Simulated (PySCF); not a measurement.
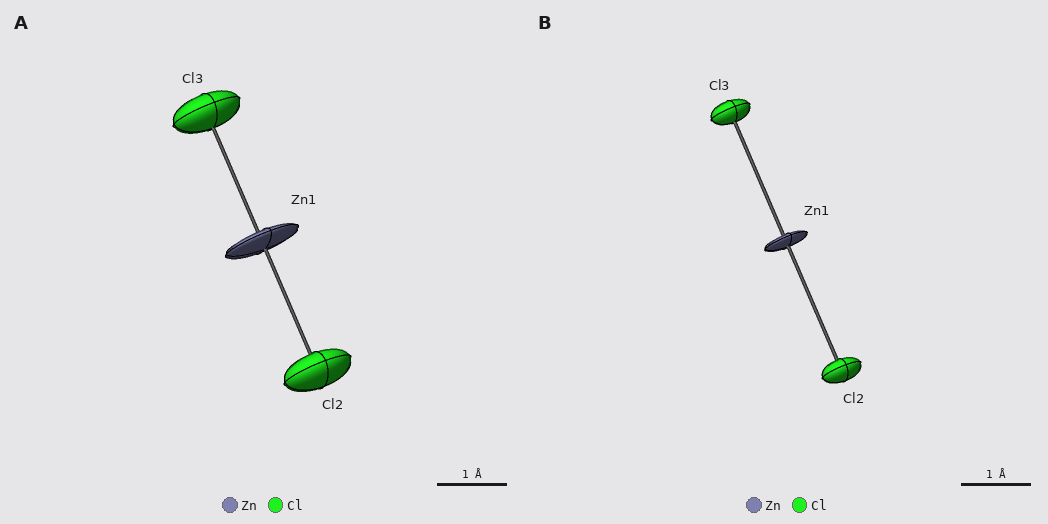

Displacement ellipsoids at the 50 % level, scaled by 3, from the internal vibrations of the free molecule (harmonic, no overall translation or rotation; no half-axis is drawn under 0.075 Å). Vibrations computed with RKS-based PBE0, Zn def2-TZVP, Cl def2-TZVP; non-relativistic; density fitting (PySCF 2.14.0). One panel is for 298 K, the other for 900 K.

> Which panel is for 900 K?

A.

> How much does the mean-square displacement of Zn1 grow, and why?

U_eq goes from 0.0036 to 0.0105 Å², a factor of 2.9. Modes below kT (626 cm⁻¹ at 900 K) grow about in proportion to T, and the lowest lies at 106 cm⁻¹; the mean-square amplitude of a mode is its zero-point value times coth(ħω/2kT), which comes close to 1 only above about 3kT.
